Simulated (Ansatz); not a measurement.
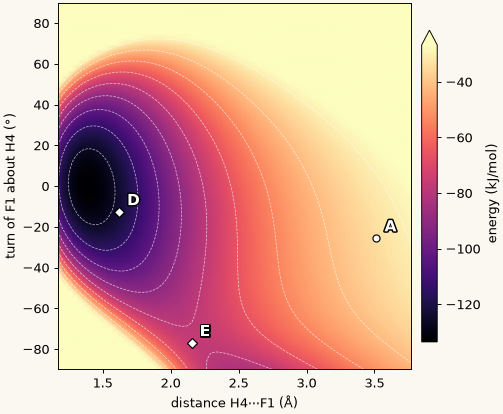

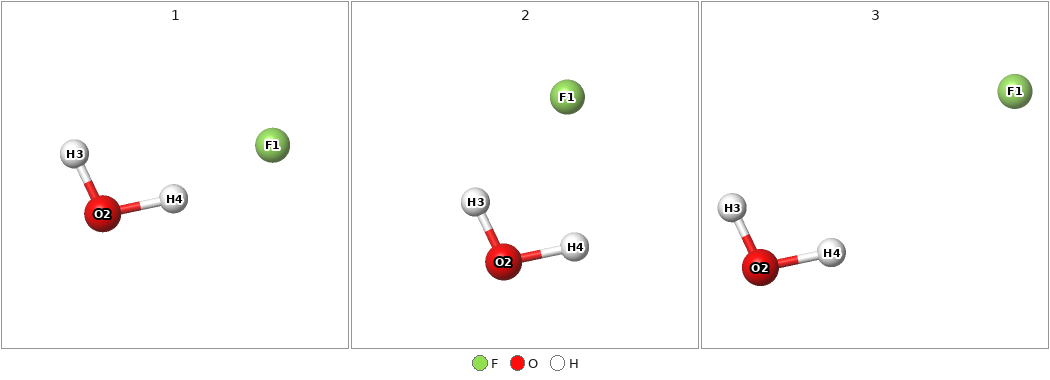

The pair F···H₂O, charge −1. 
- The turn is about an axis along (−0.98, 0.22, 0.03) in the frame of the relaxed pair, normal to the line between the partners.
- Coordinates scanned: (1) distance H4···F1; (2) turn of F1 about H4.
- The grid has 15 × 15 points.
- All energies are given in kJ/mol relative to the ion and the molecule far apart, frozen as in the relaxed pair, each in its own basis (no counterpoise correction).
- Method: RKS BHLYP-D4/def2-TZVPD (Ansatz 0.2.0).

In the figure: a smooth colour map with a few white contour lines, one colour for all values above the top of the scale, lettered points. Between grid points the surface is interpolated. The numbered pictures are the structures at these points, in random order.

### Which structure belongs to which point?

A is structure 3: distance H4···F1 = 3.513 Å, turn of F1 about H4 = −25.7°, −34 kJ/mol; D is structure 1: distance H4···F1 = 1.619 Å, turn of F1 about H4 = −12.9°, −123 kJ/mol; E is structure 2: distance H4···F1 = 2.154 Å, turn of F1 about H4 = −77.1°, −76 kJ/mol.
